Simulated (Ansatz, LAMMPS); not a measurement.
# Site preference of As in place of Si in amorphous 46SiO2-54Al2O3 (mol %) (114 atoms), part 5 of 5

Aim: make As in place of Si at several sites of amorphous 46SiO2-54Al2O3 (mol %) (114 atoms), relax each, and compare their energies.

Ansatz 0.2.0; Kohn-Sham DFT, PBE, PAW (set soft_2), plane waves.

The cell: 13 Si, 30 Al and 71 O. The quench rate of 50 K/ps far exceeds what a furnace or splat quench reaches. The network of bonds at the start is that of the classical potential that made the cell. The Brillouin zone is sampled at Γ only, in a cell whose shortest periodic width is 11 Å.

So far. Step 11 (As on a site of Si, site Si11): The relaxation converged after 16 steps, 2.06 eV below its start, with a largest force component of 0.047 eV/Å.

### Step 12. As on a site of Si, site Si2

The site has 4 bonded neighbours (O4) at 1.64 Å on average. 

Contents of input.yaml:

```yaml
crystal:
  lattice:
    - [11.2458, 0.0, 0.0]
    - [0.0, 11.2458, 0.0]
    - [0.0, 0.0, 11.2458]
  atoms:
    - { symbol: Si, position: [0.059, 0.67757, 0.03194] }
    - { symbol: As, position: [0.99951, 0.38747, 0.4347], spin: 0.6 }
    - { symbol: Si, position: [0.52443, 0.66094, 0.04763] }
    - { symbol: Si, position: [0.58135, 0.6943, 0.5118] }
    - { symbol: Si, position: [0.23144, 0.05406, 0.69338] }
    [... atom lines 6 to 114 left out ...]
magnetization:
  spin_polarized: true
kpoints:
  mp_grid: { grid: [1, 1, 1] }
hamiltonian:
  xc: pbe
scf:
  occupations: { method: fermi_dirac, width: 0.025 }
  lower_state_search: "off"
output:
  forces: true
  eigenvalues: true
relax:
  f_tol: 0.05
  max_steps: 90
```

Run with:

```bash
$ ansatz run input.yaml --threads 4 --pin off --max-ram 8192MiB --backend cpu --events-out ev --progress --plain --runs-dir out
```

Numbers of over 12 decimals in the logs are rounded to 6 here.

The log of the run:

```text
[...]
Crystal: 114 atoms, lattice volume = 1422.234 Å³
Basis set: ecut = 420 eV, 27825 PW (Γ), exchange–correlation on 160×160×160 points (8 copies of the dense FFT grid, shifted against one another)
Bands: 405, of which v1, the nominal top of the filled ones, is band 290 counted from 1 (289 counted from 0)
Symmetry: 1 space group operations
[...]
k-points: 1
[...]
Starting moments: Σ|m| = 3 μB on 5 of 114 sites
[...]
SCF iter   1: F=—  HF=-69092.600140 eV  |F-HF|=—  |Δ(HF+E_count)|=         —  Δρ=6.40e-2 (↑6.04e-2 ↓6.40e-2)  dr2=2.22e2  dr2_m=1.22e0  M=0.995 μB ∫|m|=1.081 μB  β_m=0.30  ethr=3.10e-3  ⟨swp⟩=6.0  Hψ=3612  notcnv=0  defer=55
[...]
SCF iter   3: F=—  HF=-69029.848020 eV  |F-HF|=—  |Δ(HF+E_count)|=    1.09e1  Δρ=1.70e-2 (↑1.65e-2 ↓1.70e-2)  dr2=7.59e0  dr2_m=4.14e-1  M=0.793 μB ∫|m|=0.862 μB  β_m=0.30  ethr=3.10e-3  ⟨swp⟩=2.5  Hψ=1409  notcnv=0  defer=222
[...]
SCF iter   7: F=—  HF=-69029.309146 eV  |F-HF|=—  |Δ(HF+E_count)|=   4.08e-2  Δρ=1.63e-3 (↑1.62e-3 ↓1.63e-3)  dr2=3.05e-3  dr2_m=3.39e-2  M=0.734 μB ∫|m|=0.780 μB  β_m=0.30  ethr=4.69e-6  ⟨swp⟩=2.5  Hψ=1136  notcnv=0  defer=222
[...]
SCF iter  12: F=-69029.325982 eV  HF=-69029.325982 eV  |F-HF|=7.85e-8  |Δ(HF+E_count)|=   4.79e-6  Δρ=7.52e-6 (↑7.19e-6 ↓7.52e-6)  dr2=2.14e-6  dr2_m=2.46e-7  M=0.665 μB ∫|m|=0.709 μB  ethr=1.54e-9  ⟨swp⟩=2.5  Hψ=2661  notcnv=0
SCF 1 converged in 12 iterations: F = -69029.325982 eV  dr2 = 2.14e-6
[...]
relax step   1: F+E_penalty+E_count = -69029.32598221 eV  Δ(F+E_penalty+E_count) = +0.000e0 eV  max|allowed force component| = 2.495e0 eV/Å  Δτ_max = 0.0000 Å  (12 SCF iters, dr2 threshold 6.25e-5 eV, accepted)
[... from here on, the SCF cycles and remarks between the steps are left out ...]
relax step   2: F+E_penalty+E_count = -69029.95655564 eV  Δ(F+E_penalty+E_count) = -6.306e-1 eV  max|allowed force component| = 1.513e0 eV/Å  Δτ_max = 0.0569 Å  (7 SCF iters, dr2 threshold 1.00e-4 eV, accepted)
relax step   3: F+E_penalty+E_count = -69030.48787931 eV  Δ(F+E_penalty+E_count) = -5.313e-1 eV  max|allowed force component| = 1.078e0 eV/Å  Δτ_max = 0.1297 Å  (8 SCF iters, dr2 threshold 1.00e-4 eV, accepted)
relax step   4: F+E_penalty+E_count = -69030.77302420 eV  Δ(F+E_penalty+E_count) = -2.851e-1 eV  max|allowed force component| = 6.340e-1 eV/Å  Δτ_max = 0.2000 Å  (7 SCF iters, dr2 threshold 1.00e-4 eV, accepted)
relax step   5: F+E_penalty+E_count = -69030.83575116 eV  Δ(F+E_penalty+E_count) = -6.273e-2 eV  max|allowed force component| = 3.025e-1 eV/Å  Δτ_max = 0.0381 Å  (6 SCF iters, dr2 threshold 1.00e-4 eV, accepted)
relax step   6: F+E_penalty+E_count = -69030.78261191 eV  Δ(F+E_penalty+E_count) = +5.314e-2 eV  max|allowed force component| = 1.010e0 eV/Å  Δτ_max = 0.2000 Å  (8 SCF iters, dr2 threshold 2.08e-5 eV, rejected (line search))
relax step   7: F+E_penalty+E_count = -69030.89722408 eV  Δ(F+E_penalty+E_count) = -6.147e-2 eV  max|allowed force component| = 2.013e-1 eV/Å  Δτ_max = 0.0783 Å  (10 SCF iters, accepted)
relax step   8: F+E_penalty+E_count = -69030.93032278 eV  Δ(F+E_penalty+E_count) = -3.310e-2 eV  max|allowed force component| = 3.032e-1 eV/Å  Δτ_max = 0.1000 Å  (8 SCF iters, dr2 threshold 9.22e-6 eV, accepted)
relax step   9: F+E_penalty+E_count = -69030.95562359 eV  Δ(F+E_penalty+E_count) = -2.530e-2 eV  max|allowed force component| = 2.403e-1 eV/Å  Δτ_max = 0.0807 Å  (6 SCF iters, dr2 threshold 4.07e-5 eV, accepted)
relax step  10: F+E_penalty+E_count = -69030.98631538 eV  Δ(F+E_penalty+E_count) = -3.069e-2 eV  max|allowed force component| = 2.783e-1 eV/Å  Δτ_max = 0.0963 Å  (6 SCF iters, dr2 threshold 3.63e-5 eV, accepted)
relax step  11: F+E_penalty+E_count = -69030.99579176 eV  Δ(F+E_penalty+E_count) = -9.476e-3 eV  max|allowed force component| = 8.486e-1 eV/Å  Δτ_max = 0.2000 Å  (7 SCF iters, dr2 threshold 4.87e-5 eV, accepted)
relax step  12: F+E_penalty+E_count = -69031.02888785 eV  Δ(F+E_penalty+E_count) = -3.310e-2 eV  max|allowed force component| = 1.649e-1 eV/Å  Δτ_max = 0.0533 Å  (5 SCF iters, dr2 threshold 1.00e-4 eV, accepted)
relax step  13: F+E_penalty+E_count = -69031.04038557 eV  Δ(F+E_penalty+E_count) = -1.150e-2 eV  max|allowed force component| = 2.511e-1 eV/Å  Δτ_max = 0.0286 Å  (9 SCF iters, accepted)
relax step  14: F+E_penalty+E_count = -69031.04703174 eV  Δ(F+E_penalty+E_count) = -6.646e-3 eV  max|allowed force component| = 1.487e-1 eV/Å  Δτ_max = 0.0249 Å  (6 SCF iters, dr2 threshold 3.94e-6 eV, accepted)
relax step  15: F+E_penalty+E_count = -69031.03365748 eV  Δ(F+E_penalty+E_count) = +1.337e-2 eV  max|allowed force component| = 1.460e-1 eV/Å  Δτ_max = 0.1795 Å  (8 SCF iters, dr2 threshold 7.74e-6 eV, rejected (line search))
relax step  16: F+E_penalty+E_count = -69031.05611074 eV  Δ(F+E_penalty+E_count) = -9.079e-3 eV  max|allowed force component| = 3.665e-2 eV/Å  Δτ_max = 0.0673 Å  (9 SCF iters, accepted)
SCF converged after 9 iterations
Magnetization: 1.0000 μB (290.0000 up, 289.0000 down)
Absolute magnetization: 1.0820 μB (∫|ρ↑−ρ↓|, with the PAW one-centre terms)
[...]
Per-site moments (μB) at R_I (Å): [(1.6519473781035074e-5, 0.656212), (0.095780, 0.714463), (2.976407563350373e-5, 0.663137), (0.000169441, 0.661192), (8.53552329356563e-6, 0.657462), [...]
Free energy (F): -69031.056111 eV
[...]
Internal energy: -69031.056111 eV  (E = F + TS)
E sigma→0 (E₀):  -69031.056111 eV
Entropy (-TS):   -0.000000 eV (-0.000 meV/atom)
Fermi energy:    5.324156 eV
[...]
Σ components = -69031.056111   (vs F -69031.056111, Δ=0.00e0)
--- Forces (eV/Å), atoms counted from 1 ---
  atom   1  Si     0.01573205     0.00923075    -0.00379309
  atom   2  As    -0.00344830    -0.00019206    -0.02857629
  atom   3  Si     0.00897558    -0.00366899     0.00511220
  atom   4  Si    -0.00534296    -0.01733709     0.03665147
[...]
atom 114  O     -0.00052402     0.00666595    -0.00231361
  max |Σ_I F_I| component: 1.94e-4 eV/Å
--- Band table (eV) ---
[...]
--- Relaxed structure (16 steps of the walk, 14 accepted, 0 SCFs on fresh bases) ---
  F+E_penalty+E_count = -69031.05611074 eV   max|allowed force component| = 3.665e-2 eV/Å
  atoms:
    - { symbol: Si, position: [0.054791, 0.673875, 0.035789] }
    - { symbol: As, position: [1.003822, 0.374729, 0.446959] }
    - { symbol: Si, position: [0.518461, 0.661729, 0.043517] }
    - { symbol: Si, position: [0.580771, 0.696362, 0.511968] }
[...]
- { symbol: O, position: [0.286364, 0.104081, 0.825779] }
```

Elapsed: 17 min, on 4 threads of Intel Xeon at 2.50GHz (Skylake/Cascade Lake), shared host; peak memory 3.2 GiB; 63 min of CPU time.

The relaxation converged after 16 steps, 1.73 eV below its start, with a largest force component of 0.037 eV/Å.

### Step 13. The sites compared

All these cells hold the same atoms, so their energies can be compared with no chemical potential.

```csv
site,neighbours,mean distance (Å),atoms within 6 Å,energy over the best site (eV),before relaxation (eV),gain on relaxing (eV),moment (μB)
Si13,O4,1.67,66,0.00,0.37,2.83,1.0
Si7,O5,1.75,71,0.44,0.00,2.02,1.0
Si10,O4,1.66,70,0.51,0.58,2.54,1.0
Si1,O4,1.64,78,0.79,1.00,2.68,1.0
Si11,O5,1.73,69,0.86,0.46,2.06,1.0
Si4,O4,1.64,74,1.00,0.91,2.38,1.0
Si6,O4,1.65,70,1.04,0.15,1.57,1.0
Si2,O4,1.64,72,1.27,0.54,1.73,1.0
```

Neighbours are those of the relaxed host within 2.16 Å (O-Si); other pairs aren't counted.

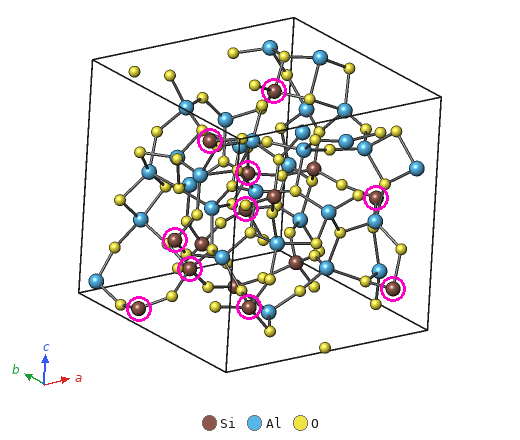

The relaxed cell with the tried sites ringed. Bonds to atoms that aren't drawn are left out. Some periodic images of atoms are drawn too.

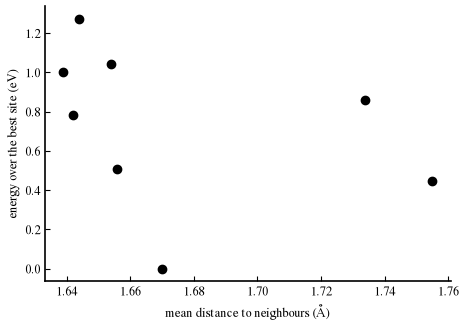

Site energy against the site's surroundings.

### Step 14. What came out

The cheapest site is Si13 (4 neighbours, O4); the dearest, Si2 (4 neighbours, O4), costs 1.3 eV more. By coordination the energies over the best site are 0.00 to 1.27 eV with 4 neighbours and 0.44 to 0.86 eV with 5 neighbours. Relaxation changes the order: the best site before relaxing was Si7.

Caveats: Defects are neutral and interact with their images. The reference ran with fermi-dirac smearing of 0.025 eV, but 8 of the 8 defect cells with fermi-dirac smearing of 0.025 eV, spin polarised. In a disordered cell the relaxation can also rearrange atoms far from the site. In the spin-polarised runs the search for a state of lower energy was switched off. Only 8 of the 13 Si sites were tried; unless symmetry makes the others alike to these, a cheaper one may exist. A local or semilocal functional tends to spread out the unpaired spin of such defects. The stress is far from hydrostatic: its diagonal is 2.5, 0.3, -3.4 GPa, compression counted positive.

The DFT runs together took 2.4 h of wall time.

[Logs are printed without paths, hosts, clocks, repeated set-up lines and the standing remarks that a program may print on its own settings, such as how far it seeks lower states.]

[Hosts, paths, dates, database ids (printed as entryN), source tags and the programs' standing remarks are cut or masked in the printed files.]
